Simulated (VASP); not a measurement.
Band structure of C (relaxed from the hcp structure, space group P6_3/mmc). Method: r2SCAN meta-GGA, VASP's PBE PAW potentials (set 64) (plane waves; VASP).

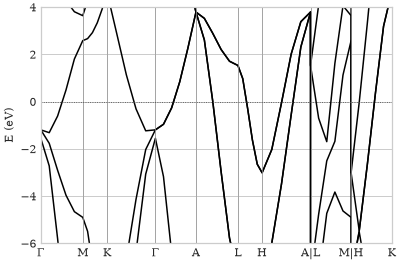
Bands along high-symmetry lines, zero at the valence-band maximum or, without a gap, the Fermi level

### Question
Read the plot: is there a gap, and where are the band edges?

### Answer
It has no gap at this level: it comes out as a metal or semimetal.

The structure was generated: C was put into the hcp type (P6_3/mmc), which need not be its known phase. It was relaxed first, which changed the volume by -16 %.
